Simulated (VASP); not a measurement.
Band structure of WO3 (space group Pm-3m). Computed with PBEsol GGA, VASP's PBE PAW potentials (set 64) (plane waves; VASP).

Unless said otherwise, spin-orbit coupling is left out, though it shifts the bands of the heavy elements here.

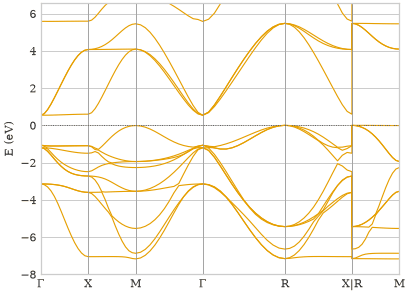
Bands along high-symmetry lines, zero at the valence-band maximum or, without a gap, the Fermi level

Q: Read the plot: is there a gap, and where are the band edges?

A: The gap is indirect, 0.54 eV, from the valence maximum at R to the conduction minimum at Γ. (Edges off the drawn lines would not show.)

The structure comes from a computed database's WO3 entry (Pm-3m); how it stands against other phases isn't given here. It was relaxed first.
